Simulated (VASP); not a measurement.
Energy against volume of Al3Sc (L1_2). Method: AM05 GGA, VASP's PBE PAW potentials (set 64) (plane waves; VASP).

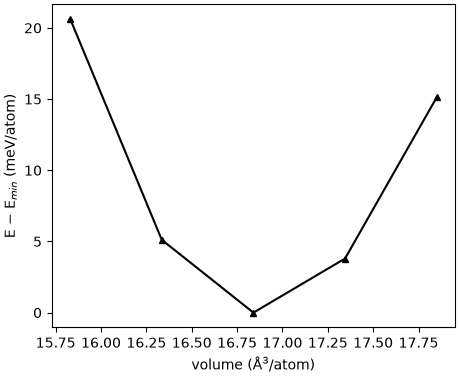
Energy against volume

Estimate the equilibrium volume and the bulk modulus.

The minimum lies near 16.9 Å³/atom, and the curvature gives B0 of about 93 GPa.

Measured: a 4.103 Å (computed value off by -0.8 %), as given by A Combined Experimental and First-Principles Based Assessment of Finite-Temperature Thermodynamic Properties of …. The calculation is for a static lattice, while the measured a holds thermal and zero-point effects, which are part of the difference.

The compound is Al3Sc in the L1_2 structure. It was relaxed first.
